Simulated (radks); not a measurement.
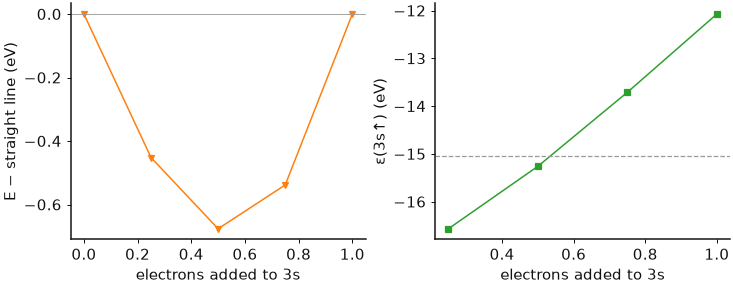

The occupation of the 3s shell is varied from Mg²⁺ ([Ne]) to Mg⁺ ([Ne] 3s1 (high spin)), with spherical fractional occupations. The plot shows the total energy less the straight line between the end points, and the eigenvalue of 3s↑ (the dashed line is minus the energy to take the whole electron out). The values are computed.

Was this Hartree-Fock or a semilocal functional, and how does the plot tell?

Answer. It was a semilocal functional (LDA, GGA or meta-GGA): scalar-relativistic Kohn-Sham, r2SCAN, spin-polarised, spherical densities, finite nucleus, computed with the in-house radial solver radks. The curve is convex (below the straight line), with the largest deviation among the points computed, −0.68 eV, at 0.5. The end points differ by 15.0 eV, the energy to take the electron out. The eigenvalue, which is the slope of the energy (Janak's theorem), moves from −16.6 eV at 0.25 to −12.1 eV at 1; for a straight line it would stay constant, and a parabola would sag by an eighth of this change, scaled to a whole electron, 0.75 eV. Convexity is the delocalisation error: fractional charges are too low in energy. For an s shell Hartree-Fock would as a rule bend the other way.
